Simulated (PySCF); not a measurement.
**C5H9Ga: electronic excitations**

Aim: predict the electronic excitations of C5H9Ga (`CC#[C][Ga]([CH3])[CH3]`).

Computed with PySCF 2.14.0, with density-fitted response routines of our own, on a single molecule in the gas phase. Atoms count from 0, in the outputs and in this text.

### Step 1. The starting structure

15 atoms, charge 0, multiplicity 1; geometry from: GFN2-xTB.

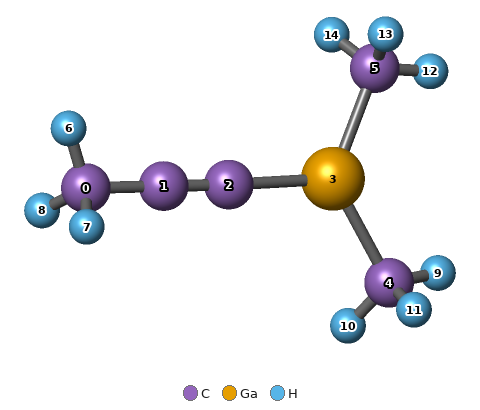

As it starts; carbon purple, gallium amber, hydrogen blue, atoms numbered; sticks join atoms by distance.

### Step 2. TDDFT and polarisability: wB97X-D/def2-SVPD

What the job is given:

```
{"job": {"kind": "uv", "xc": "wB97X-D", "basis": "def2-SVPD", "nstates": 8, "ntriplets": 3}, "charge": 0, "multiplicity": 1}
C      3.512425    -0.228767     0.416181
C      2.076258    -0.161063     0.228441
C      0.875123    -0.108352     0.072295
Ga    -1.076701     0.051103    -0.141946
C     -2.209192    -1.600520     0.221976
C     -1.788740     1.873715    -0.701792
H      3.982981     0.673254     0.024636
H      3.919766    -1.095029    -0.105308
H      3.744625    -0.315717     1.477821
H     -3.265830    -1.334098     0.316869
H     -1.893494    -2.097924     1.143058
H     -2.117471    -2.327682    -0.589613
H     -2.882209     1.880593    -0.719158
H     -1.429678     2.146481    -1.697974
H     -1.452278     2.651996    -0.011242
```

Method: TDDFT wB97X-D/def2-SVPD, vertical, gas phase, core orbitals frozen in the response.

Started as:

```
$ OMP_NUM_THREADS=1 python probes_run.py task.json out
```

One launch serves the whole session: the jobs run in the order shown.

What will the session give for the following? lowest singlet (wB97X-D/def2-SVPD); brightest single state of those computed; lowest triplet. Wanted: lowest singlet; brightest single state of those computed; lowest triplet.

As calculated:

| quantity | value |
| --- | --- |
| lowest singlet (wB97X-D/def2-SVPD) | 4.75 eV (261 nm), f = 0.000 |
| brightest single state of those computed | state 6, 6.74 eV, f = 0.130 |
| lowest triplet | 4.57 eV |

What this shows: The lowest singlet, at 4.75 eV, is HOMO→LUMO 0.95 and is dark; of the 8 states computed, the strongest absorption comes from state 6 at 6.74 eV. The lowest triplet lies 0.19 eV below the lowest singlet (triplets in Tamm-Dancoff, singlets in full TDDFT).
